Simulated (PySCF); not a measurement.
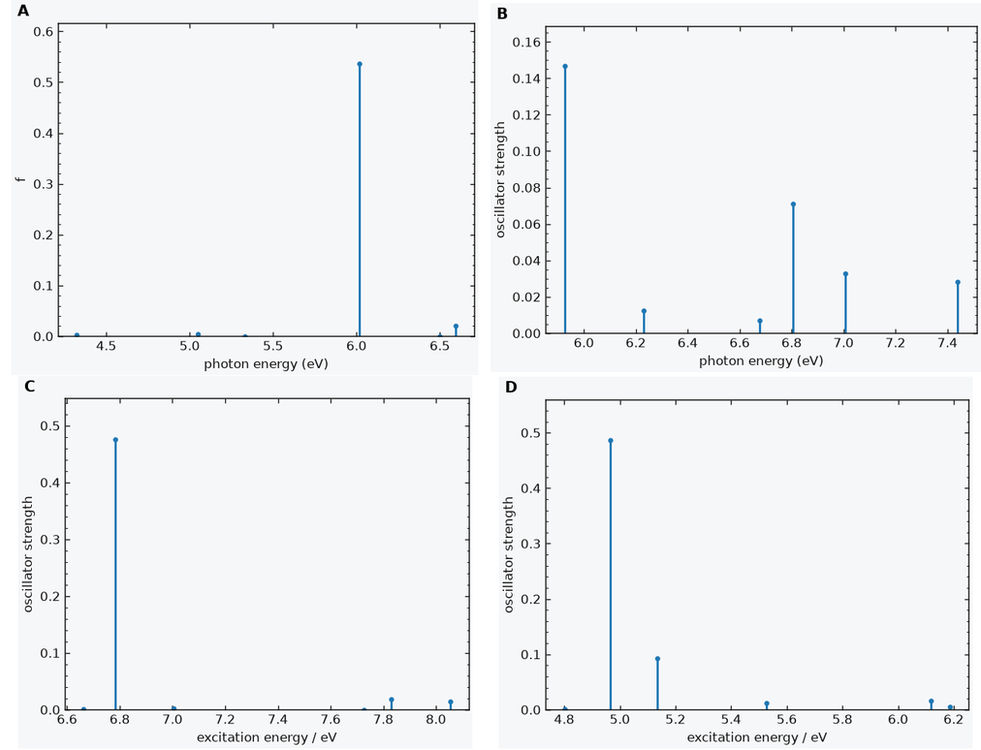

Vertical TDDFT excitations, CAM-B3LYP/def2-SVPD (IEF-PCM chloroform) with PySCF, at a PBE0-D3(BJ)/def2-SVP geometry (no frequency check). Each panel shows the lowest singlet states that were computed.

**Which panel belongs to which molecule?**
1. C₅H₆O₂, SMILES COc1ccoc1
2. C₃HN₂⁻, SMILES N#C[CH-]C#N
3. C₇H₉O₂⁻, SMILES C[C@H]1CCC([O-])=CC1=O
4. C₃H₅Cl, SMILES C/C=C\Cl

A: 2 (S1 at 4.32 eV, brightest at 6.02 eV)
B: 1 (S1 at 5.93 eV, brightest at 5.93 eV)
C: 4 (S1 at 6.66 eV, brightest at 6.78 eV)
D: 3 (S1 at 4.80 eV, brightest at 4.97 eV)

Limits of at least one run: core orbitals are frozen in the response; one conformer of a flexible molecule.
